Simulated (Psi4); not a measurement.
# GaH2F (SMILES [H][Ga]([H])[F]): wB97M-V/aug-pcseg-3 (density fitting with def2-universal-jkfit, sweep point 4)

Aim: the energy change on altering one bond length of GaH2F at wB97M-V/aug-pcseg-3 (density fitting with def2-universal-jkfit, sweep point 4), from 2 runs. 

Program for the calculation: Psi4 1.11.

### Step 1. The structure to begin with

The species is GaH2F (4 atoms), meant as a singlet with charge 0. As SMILES, `[H][Ga]([H])[F]`. Geometry: a GFN2-xTB relaxation, a rough one for these elements and not checked as a minimum.

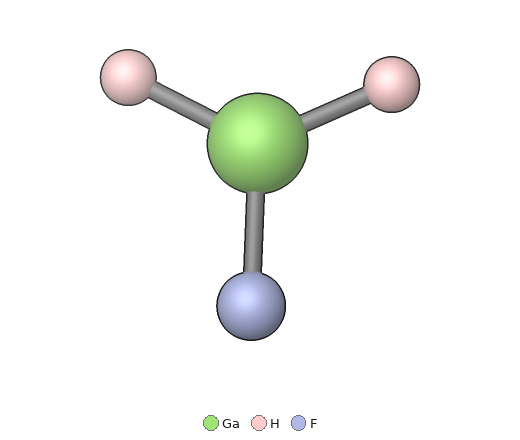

The structure, seen from a chosen angle (gallium green, hydrogen pink, fluorine light blue).

### Step 2. A single-point energy at wB97M-V/aug-pcseg-3 (density fitting with def2-universal-jkfit, sweep point 4)

The input, job.dat:

```
memory 1600 mb

molecule molecule1 {
  0 1
  Ga     0.051230     0.085260     0.000790
  H      1.586900    -0.059960     0.013870
  H     -0.797470     1.373580    -0.018980
  F     -0.840670    -1.398880     0.004310
  units angstrom
  symmetry c1
}

set {
  basis                aug-pcseg-3
  puream               true
  scf_type             df
  dft_radial_points    99
  dft_spherical_points 590
  df_basis_scf         def2-universal-jkfit
}

e, wfn = energy("wb97m-v", return_wfn=True)
print_variables()
```

Started as:

```console
psi4 -n 1 job.dat job.out
```

job.out:

```text
[...]
  Running in c1 symmetry.
[...]
  Nuclear repulsion =  110.158828852668748
[...]
  Multiplicity = 1
[...]
  Nalpha       = 21
  Nbeta        = 21
[...]
    Number of basis functions: 276
[...]
   @DF-RKS iter   1: -2024.08164579974164   -1.92234e+00   1.08267e-02 ADIIS/DIIS
[...]
   @DF-RKS iter   9: -2025.87819179374901   -2.75282e-07   5.62034e-07 DIIS
[...]
    Orbital Energies [Eh]
    ---------------------
    Doubly Occupied:
       1A   -373.036718     2A    -46.132460     3A    -40.769807
       4A    -40.764635     5A    -40.764569     6A    -24.851010
       7A     -5.682453     8A     -3.938999     9A     -3.927539
      10A     -3.926140    11A     -1.265681    12A     -0.967005
      13A     -0.964312    14A     -0.961843    15A     -0.958147
      16A     -0.953424    17A     -0.594524    18A     -0.507219
      19A     -0.500016    20A     -0.486118    21A     -0.410977
[...]
  @DF-RKS Final Energy: -2025.87819179374901
   => Energetics <=
    Nuclear Repulsion Energy =            110.1588288526687478
    One-Electron Energy =               -3045.3903906552195622
    Two-Electron Energy =                 977.1055242955920903
    DFT Exchange-Correlation Energy =     -67.9288387271426757
    Empirical Dispersion Energy =           0.0000000000000000
    VV10 Nonlocal Energy =                  0.1766844403524712
    Total Energy =                      -2025.8781917937487833
[...]
 Multipole Moments:
 ------------------------------------------------------------------------------------
     Multipole            Electronic (a.u.)      Nuclear  (a.u.)        Total (a.u.)
 ------------------------------------------------------------------------------------
 L = 1.  Multiply by 2.5417464519 to convert [e a0] to [Debye]
 Dipole X            :         -0.0488422            0.4712635            0.4224213
 Dipole Y            :         -0.0812290            0.7841600            0.7029310
 Dipole Z            :          0.0059799           -0.0058401            0.0001398
 Magnitude           :                                                    0.8200925
[...]
```

Wall time 3.4 min (1 thread of Intel Xeon Platinum 8259CL at 2.50GHz (Skylake/Cascade Lake), shared host); peak memory 1.3 GiB.

### Step 3. The distorted shape, same level

The input, job.inp:

```
memory 1600 mb

molecule {
  0 1
  Ga    -0.716640     0.157873    -0.005750
  H      1.586900    -0.059960     0.013870
  H     -1.565340     1.446193    -0.025520
  F     -1.608540    -1.326267    -0.002230
  units angstrom
  symmetry c1
}

set {
  basis aug-pcseg-3
  puream true
  scf_type df
  dft_radial_points 99
  dft_spherical_points 590
  df_basis_scf def2-universal-jkfit
}

energy('wb97m-v')
```

Started as:

```console
psi4 -i job.inp -o job.out -n 1
```

job.out:

```text
[...]
  Running in c1 symmetry.
[...]
  Nuclear repulsion =  106.242857000380766
[...]
  Multiplicity = 1
[...]
  Nalpha       = 21
  Nbeta        = 21
[...]
    Number of basis functions: 276
[...]
   @DF-RKS iter   1: -2023.84622344198169   -1.92813e+00   1.08568e-02 DIIS/ADIIS
[...]
   @DF-RKS iter   9: -2025.80988635355902   -9.64192e-07   8.15560e-07 DIIS
[...]
    Orbital Energies [Eh]
    ---------------------
    Doubly Occupied:
       1A   -373.065953     2A    -46.158785     3A    -40.795829
       4A    -40.792033     5A    -40.790792     6A    -24.869690
       7A     -5.709413     8A     -3.964980     9A     -3.954909
      10A     -3.953589    11A     -1.282899    12A     -0.991854
      13A     -0.989771    14A     -0.988306    15A     -0.983514
      16A     -0.978520    17A     -0.598612    18A     -0.520809
      19A     -0.516166    20A     -0.486794    21A     -0.361293
[...]
  @DF-RKS Final Energy: -2025.80988635355902
   => Energetics <=
    Nuclear Repulsion Energy =            106.2428570003807664
    One-Electron Energy =               -3036.6830071915073859
    Two-Electron Energy =                 972.3026735689541056
    DFT Exchange-Correlation Energy =     -67.8494085394173965
    Empirical Dispersion Energy =           0.0000000000000000
    VV10 Nonlocal Energy =                  0.1769988080310652
    Total Energy =                      -2025.8098863535587952
[...]
 Multipole Moments:
 ------------------------------------------------------------------------------------
     Multipole            Electronic (a.u.)      Nuclear  (a.u.)        Total (a.u.)
 ------------------------------------------------------------------------------------
 L = 1.  Multiply by 2.5417464519 to convert [e a0] to [Debye]
 Dipole X            :         -1.4154982            1.2394074           -0.1760908
 Dipole Y            :          0.0701310            0.7115211            0.7816521
 Dipole Z            :         -0.0063664            0.0007022           -0.0056642
 Magnitude           :                                                    0.8012615
[...]
```

Wall time 3 min (1 thread of Intel Xeon Platinum 8259CL at 2.50GHz (Skylake/Cascade Lake), shared host); peak memory 1.4 GiB.

### Step 4. Results

At wB97M-V/aug-pcseg-3 (density fitting with def2-universal-jkfit, sweep point 4):

```
                                                          quantity           value
                                         first shape: total energy  -2025.87819 Eh
                                        first shape: dipole moment          2.08 D
                                          first shape: HOMO energy       -11.18 eV
                                          first shape: LUMO energy        -0.21 eV
                                        first shape: HOMO–LUMO gap        10.97 eV
                                     distorted shape: total energy  -2025.80989 Eh
                                    distorted shape: dipole moment          2.04 D
                                      distorted shape: HOMO energy        -9.83 eV
                                      distorted shape: LUMO energy        -0.39 eV
                                    distorted shape: HOMO–LUMO gap         9.44 eV
energy change with the Ga1–H2 bond stretched from 1.543 to 2.314 Å        1.859 eV
```

**Reading.** With the Ga1–H2 bond stretched from 1.543 to 2.314 Å the energy rises by 1.86 eV (179 kJ/mol). The first shape isn't relaxed at this level, so the change isn't measured from a minimum.
